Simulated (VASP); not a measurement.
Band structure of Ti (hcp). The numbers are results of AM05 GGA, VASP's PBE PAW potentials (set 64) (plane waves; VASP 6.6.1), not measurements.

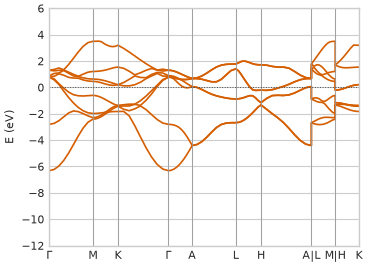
Figure. Bands along high-symmetry lines, zero at the valence-band maximum or, without a gap, the Fermi level

Read the plot: is there a gap, and where are the band edges?

It has no gap at this level: it comes out as a metal or semimetal. (Edges off the drawn lines would not show.)

The compound is Ti in the hcp structure. It was relaxed first, which changed the volume by -5 %.
